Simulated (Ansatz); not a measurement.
# CHFO (formyl fluoride): CCSD/def2-TZVPP

Aim: the vertical singlet–triplet gap of CHFO (formyl fluoride) at CCSD/def2-TZVPP, from 2 runs. 

Program for the calculation: Ansatz 0.2.0.

63 further runs of the same task are left out: 63 set aside as unsound or not needed.

### Step 1. The molecule

The species is CHFO (4 atoms), meant as a singlet with charge 0. SMILES: `O=CF`. The shape is that of a PBE0-D4/def2-TZVP optimisation.

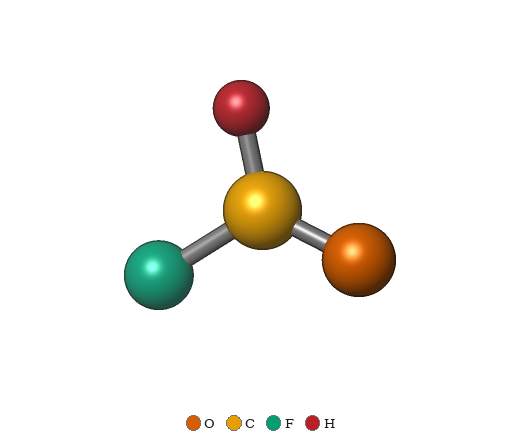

Viewed from a chosen angle; oxygen orange, carbon amber, fluorine teal, hydrogen red.

### Step 2. The energy at CCSD/def2-TZVPP

The input, job.yaml:

```yaml
crystal:
  periodic: [false, false, false]
  atoms:
    - {symbol: O, position_ang: [-0.889340, 0.201180, 0.827740]}
    - {symbol: C, position_ang: [-0.046400, 0.067520, 0.021620]}
    - {symbol: F, position_ang: [0.585200, -1.091810, -0.181820]}
    - {symbol: H, position_ang: [0.350540, 0.823120, -0.667550]}
basis:
  gaussian: {orbitals: def2-TZVPP}
correlation: {method: ccsd, frozen_orbitals: {C: 1, F: 1, H: 0, O: 1}}
accuracy: high
scf: {omitted_lower_state_checks: [cluster_reference, increment]}
```

On the command line:

```sh
$ ansatz run job.yaml --threads 1 --pin off --max-ram 3480MiB --events-out events.jsonl --progress --plain --runs-dir runs
```

The log of the run, shortened:

```text
Warning: RAYON_NUM_THREADS=1 ignored (pool sized by the plan → 1); use --threads N
Functional definition: HF
  name "HF"
[...]
1762 factors; integrals over basis functions are off by at most 3.7e-9 eV
[...]
mean field -5791.77917975 eV, -212.8439590470 hartree, gradient 2.5e-8 eV, S^2 0.000000; 0 other end points of the search recorded, 0 dependent functions left out
3 core orbitals not correlated: weight in the atoms' cores, before any rotation towards them, 1.000 or more for the frozen orbitals, at most 0.000 for the correlated occupied ones
reference -5791.77917975 eV, -212.8439590470 hartree; 9, 9 occupied and 95, 95 virtual orbitals, 1762 factors
second order -17.25427764 eV of doubles, -0.00000000 eV of singles
cycle   1  -16.81885600 eV  change    4.4e-1 eV  update   9.9e-2
[...]
cycle  21  -17.34031210 eV  change  -2.0e-10 eV  update  8.7e-10
Total energy: -5809.11949186 eV, -213.4812037631 hartree
Checks for a lower state left out: cluster_reference, increment
```

Run time: 8.4 s. Hardware: 1 thread of Arm Neoverse V2, shared host; peak memory 0.65 GiB.

### Step 3. The triplet

The input, molecule.yaml:

```yaml
crystal:
  periodic: [false, false, false]
  atoms:
    - {symbol: O, position_ang: [-0.889340, 0.201180, 0.827740]}
    - {symbol: C, position_ang: [-0.046400, 0.067520, 0.021620]}
    - {symbol: F, position_ang: [0.585200, -1.091810, -0.181820]}
    - {symbol: H, position_ang: [0.350540, 0.823120, -0.667550]}
basis:
  gaussian:
    orbitals: def2-TZVPP
magnetization:
  spin_polarized: true
  initial_magnetization: 2
scf:
  omitted_lower_state_checks: [cluster_reference, increment]
accuracy: high
correlation:
  method: ccsd
  frozen_orbitals: {C: 1, F: 1, H: 0, O: 1}
```

On the command line:

```sh
$ ansatz run molecule.yaml --threads 1 --pin off --max-ram 3480MiB --events-out events.jsonl --progress --plain --runs-dir runs
```

The log of the run, shortened:

```text
Warning: RAYON_NUM_THREADS=1 ignored (pool sized by the plan → 1); use --threads N
Functional definition: HF
  name "HF"
[...]
1762 factors; integrals over basis functions are off by at most 3.7e-9 eV
[...]
mean field -5787.36828285 eV, -212.6818615758 hartree, gradient 4.9e-8 eV, S^2 2.018666; 4 other end points of the search recorded, 0 dependent functions left out
3 core orbitals not correlated: weight in the atoms' cores, before any rotation towards them, 1.000 or more for the frozen orbitals, at most 0.000 for the correlated occupied ones
reference -5787.36828285 eV, -212.6818615758 hartree; 10, 8 occupied and 94, 96 virtual orbitals, 1762 factors
second order -15.52083376 eV of doubles, -0.00000000 eV of singles
cycle   1  -15.69749520 eV  change   -1.8e-1 eV  update   8.4e-2
[...]
cycle  26  -16.15691591 eV  change  -5.2e-10 eV  update   1.3e-9
Total energy: -5803.52519877 eV, -213.2756172841 hartree
Checks for a lower state left out: cluster_reference, increment
```

Wall time 28 s (1 thread of Arm Neoverse V2, shared host); peak memory 1.3 GiB.

### Step 4. Results

At CCSD/def2-TZVPP, 3 core orbitals frozen:

| quantity | value |
| --- | --- |
| singlet: total energy | -213.48120 Eh |
| singlet: correlation energy (3 core orbitals frozen) | -637.2 mEh |
| singlet: T1 diagnostic | 0.016 |
| triplet: total energy | -213.27562 Eh |
| triplet: correlation energy (3 core orbitals frozen) | -593.8 mEh |
| triplet: ⟨S²⟩ of the reference determinant | 2.019 |
| triplet: T1 diagnostic | 0.022 |
| vertical energy of the triplet above the singlet | 5.594 eV |

What this shows: At this shape the triplet lies 5.59 eV (129 kcal/mol) above the singlet.
